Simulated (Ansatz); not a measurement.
# CH2BCl (SMILES B[C]Cl): levels of theory compared

Wanted: a comparison of 4 runs (UHF/STO-3G, U-r2SCAN/STO-3G, U-r2SCAN0/STO-3G, UB3LYP/STO-3G) of CH2BCl. 

Program for the calculation: Ansatz 0.2.0.

85 further runs of the same task are left out: 9 that didn't finish, 76 set aside as unsound or not needed.

## Step 1: The structure to begin with

The species is CH2BCl (5 atoms), meant as a triplet with charge 0. SMILES: `B[C]Cl`. The Cl3–C2 distance was set to 3.256 Å, away from the relaxed value. At this shape a bond of the SMILES string is far longer than usual.

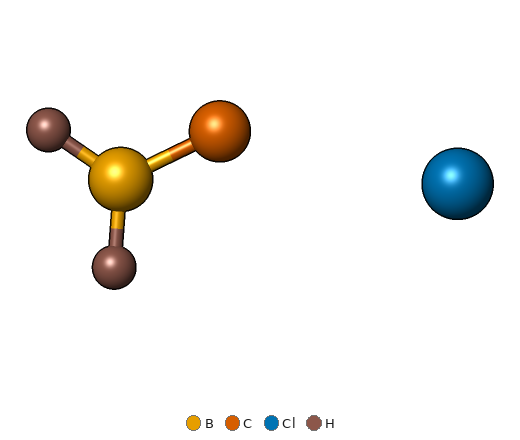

The structure, seen from a chosen angle (boron amber, carbon orange, chlorine blue, hydrogen brown).

## Step 2: The energy at UHF/STO-3G (run 1)

input.yaml

```yaml
crystal:
  periodic: [false, false, false]
  atoms:
    - {symbol: B, position_ang: [1.397386, 1.003384, -1.440786]}
    - {symbol: C, position_ang: [0.495766, 1.144894, -0.283536]}
    - {symbol: Cl, position_ang: [-1.470630, -0.583120, 1.652980]}
    - {symbol: H, position_ang: [1.558936, -0.051556, -1.938036]}
    - {symbol: H, position_ang: [1.951366, 1.942454, -1.863696]}
basis:
  gaussian:
    orbitals: STO-3G
magnetization:
  spin_polarized: true
  initial_magnetization: 2
hamiltonian:
  xc: hf
accuracy: high
```

Run with:

```sh
ansatz run input.yaml --threads 1 --pin off --max-ram 2610MiB --events-out events.jsonl --progress --plain --runs-dir runs
```

Output:

```text
Warning: RAYON_NUM_THREADS=1 ignored (pool sized by the plan → 1); use --threads N
Functional definition: HF
  name "HF"
  exchange = exact_x
  correlation = 0
338 factors; integrals over basis functions are off by at most 1.5e-8 eV
mean field evaluation 1: about -14068.5233 eV, gradient 1.3e1 eV
mean field evaluation 2: about -14068.5380 eV, gradient 1.3e1 eV
mean field evaluation 4: about -14070.9820 eV, gradient 6.8e0 eV
mean field evaluation 8: about -14066.3152 eV, gradient 2.7e1 eV
mean field evaluation 16: about -14076.0544 eV, gradient 6.8e-3 eV
mean field evaluation 32: about -14076.0110 eV, gradient 9.9e-2 eV
mean field evaluation 64: about -14075.9455 eV, gradient 5.0e-1 eV
mean field evaluation 96: about -14076.0512 eV, gradient 1.3e-1 eV
mean field evaluation 128: about -14076.6501 eV, gradient 3.3e-2 eV
mean field evaluation 160: about -14075.7547 eV, gradient 5.5e-1 eV
mean field evaluation 192: about -14076.6762 eV, gradient 3.7e-2 eV
mean field evaluation 224: about -14074.1651 eV, gradient 3.7e0 eV
mean field evaluation 256: about -14076.6626 eV, gradient 4.1e-2 eV
mean field evaluation 288: about -14076.6421 eV, gradient 1.2e-2 eV
mean field evaluation 320: about -14075.4863 eV, gradient 3.1e0 eV
mean field -14076.68274210 eV, -517.3085492538 hartree, gradient 7.4e-9 eV, S^2 2.990875; 6 other end points of the search recorded, 0 dependent functions left out
reference -14076.68274210 eV, -517.3085492538 hartree; 16, 14 occupied and 5, 7 virtual orbitals, 338 factors
Total energy: -14076.68274210 eV, -517.3085492538 hartree
```

Run time: 0.42 s. Hardware: 1 thread of Arm Neoverse V2, shared host.

## Step 3: A single-point energy at U-r2SCAN/STO-3G (run 2)

molecule.yaml

```yaml
crystal:
  periodic: [false, false, false]
  atoms:
    - symbol: B
      position_ang: [1.397386, 1.003384, -1.440786]
    - symbol: C
      position_ang: [0.495766, 1.144894, -0.283536]
    - symbol: Cl
      position_ang: [-1.470630, -0.583120, 1.652980]
    - symbol: H
      position_ang: [1.558936, -0.051556, -1.938036]
    - symbol: H
      position_ang: [1.951366, 1.942454, -1.863696]
basis:
  gaussian: {orbitals: STO-3G}
magnetization: {spin_polarized: true, initial_magnetization: 2}
hamiltonian: {xc: {name: r2SCAN}}
accuracy: high
```

Run with:

```sh
ansatz run molecule.yaml --threads 1 --pin off --max-ram 2610MiB --events-out events.jsonl --progress --plain --runs-dir runs
```

Output:

```text
Warning: RAYON_NUM_THREADS=1 ignored (pool sized by the plan → 1); use --threads N
Functional definition: r2SCAN
  name "r2SCAN"
  parameter k0 = 0.174
  parameter k1 = 0.065
  parameter a1 = 4.9479
  exchange = r2scan_x(k0 = k0, k1 = k1, a1 = a1)
  correlation = r2scan_c
338 factors; integrals over basis functions are off by at most 1.5e-8 eV
mean field evaluation 1: about -14094.9736 eV, gradient 1.3e1 eV
mean field evaluation 2: about -13926.9229 eV, gradient 4.4e1 eV
mean field evaluation 4: about -13936.7038 eV, gradient 3.8e1 eV
mean field evaluation 8: about -14096.6569 eV, gradient 7.3e0 eV
mean field evaluation 16: about -14101.5646 eV, gradient 2.7e-2 eV
mean field evaluation 32: about -14098.8679 eV, gradient 8.2e0 eV
mean field evaluation 64: about -14100.8244 eV, gradient 2.1e0 eV
mean field -14101.56460236 eV, -518.2229407529 hartree, gradient 3.3e-8 eV, S^2 2.238050; 10 other end points of the search recorded, 0 dependent functions left out
reference -14101.56460311 eV, -518.2229407806 hartree; 16, 14 occupied and 5, 7 virtual orbitals, 338 factors
Total energy: -14101.56460311 eV, -518.2229407806 hartree
```

It took 8.1 s on 1 thread of Arm Neoverse V2, shared host; peak memory 0.23 GiB.

## Step 4: A single-point energy at U-r2SCAN0/STO-3G (run 3)

job.yaml

```yaml
basis:
  gaussian:
    orbitals: STO-3G
crystal:
  periodic: [false, false, false]
  atoms:
    - symbol: B
      position_ang: [1.397386, 1.003384, -1.440786]
    - symbol: C
      position_ang: [0.495766, 1.144894, -0.283536]
    - symbol: Cl
      position_ang: [-1.470630, -0.583120, 1.652980]
    - symbol: H
      position_ang: [1.558936, -0.051556, -1.938036]
    - symbol: H
      position_ang: [1.951366, 1.942454, -1.863696]
magnetization:
  spin_polarized: true
  initial_magnetization: 2
hamiltonian:
  xc: {name: r2SCAN0}
accuracy: high
```

Run with:

```sh
ansatz run job.yaml --threads 1 --pin off --max-ram 2610MiB --events-out events.jsonl --progress --plain --runs-dir runs
```

Output:

```text
Warning: RAYON_NUM_THREADS=1 ignored (pool sized by the plan → 1); use --threads N
Functional definition: r2SCAN0
  name "r2SCAN0"
  parameter a = 0.25
[... 3 set-up lines as earlier in the session ...]
  exchange = (1 - a)*r2scan_x(k0 = k0, k1 = k1, a1 = a1) + a*exact_x
[... 1 set-up line as earlier in the session ...]
338 factors; integrals over basis functions are off by at most 1.5e-8 eV
mean field evaluation 1: about -14095.1803 eV, gradient 1.2e1 eV
mean field evaluation 2: about -13929.2616 eV, gradient 4.2e1 eV
mean field evaluation 4: about -14009.8863 eV, gradient 4.6e1 eV
mean field evaluation 8: about -14096.4605 eV, gradient 7.6e0 eV
mean field evaluation 16: about -14101.8147 eV, gradient 5.3e-5 eV
mean field evaluation 32: about -14101.7957 eV, gradient 3.1e-1 eV
mean field -14101.81468931 eV, -518.2321312787 hartree, gradient 8.8e-8 eV, S^2 2.334017; 7 other end points of the search recorded, 0 dependent functions left out
reference -14101.81468989 eV, -518.2321313001 hartree; 16, 14 occupied and 5, 7 virtual orbitals, 338 factors
Total energy: -14101.81468989 eV, -518.2321313001 hartree
```

Run time: 12 s. Hardware: 1 thread of Arm Neoverse V2, shared host; peak memory 0.23 GiB.

## Step 5: A single-point energy at UB3LYP/STO-3G (run 4)

input.yaml, as its differences from that of step 2:

```diff
@@ -15,3 +15,3 @@
 hamiltonian:
-  xc: hf
+  xc: {name: B3LYP}
 accuracy: high
```

Run with:

```sh
ansatz run input.yaml --threads 1 --pin off --max-ram 2610MiB --events-out events.jsonl --progress --plain --runs-dir runs
```

Output:

```text
Warning: RAYON_NUM_THREADS=1 ignored (pool sized by the plan → 1); use --threads N
Functional definition: B3LYP
  name "B3LYP"
  parameter a0 = 0.2
  parameter ax = 0.72
  parameter ac = 0.81
  exchange = (1 - a0 - ax)*slater_x + ax*b88_x + a0*exact_x
  correlation = (1 - ac)*vwn_rpa_c + ac*lyp_c
338 factors; integrals over basis functions are off by at most 1.5e-8 eV
mean field evaluation 1: about -14095.9956 eV, gradient 1.3e1 eV
mean field evaluation 2: about -13928.8453 eV, gradient 4.3e1 eV
mean field evaluation 4: about -14012.0502 eV, gradient 4.8e1 eV
mean field evaluation 8: about -14097.5882 eV, gradient 8.1e0 eV
mean field evaluation 16: about -14102.9193 eV, gradient 2.1e-3 eV
mean field evaluation 32: about -14102.8098 eV, gradient 9.0e-1 eV
mean field -14102.91933876 eV, -518.2727263975 hartree, gradient 1.8e-8 eV, S^2 2.127745; 6 other end points of the search recorded, 0 dependent functions left out
reference -14102.91936911 eV, -518.2727275129 hartree; 16, 14 occupied and 5, 7 virtual orbitals, 338 factors
Total energy: -14102.91936911 eV, -518.2727275129 hartree
```

It took 2.1 s on 1 thread of Arm Neoverse V2, shared host; peak memory 0.13 GiB.

## Step 6: The series

```csv
run,level,energy (Eh),⟨S²⟩,wall time
1,UHF/STO-3G,-517.308549,2.991,0.42 s
2,U-r2SCAN/STO-3G,-518.222941,2.238,8.1 s
3,U-r2SCAN0/STO-3G,-518.232131,2.334,12 s
4,UB3LYP/STO-3G,-518.272728,2.128,2.1 s
```

## Step 7: What came out

```
           quantity          value
run 4: total energy  -518.27273 Eh
        run 4: ⟨S²⟩          2.128
```

**Reading.** Totals of different functionals can't be ranked against each other. In runs 1, 2, 3, 4 the basis is minimal, so the values are rough. Spin contamination of the reference: run 1 ⟨S²⟩ = 2.99, run 3 ⟨S²⟩ = 2.33, run 2 ⟨S²⟩ = 2.24, run 4 ⟨S²⟩ = 2.13. Where it is this large, the reference is a mixture of spin states, and values that rest on it are in doubt. All runs together took 23 s, the longest 12 s.
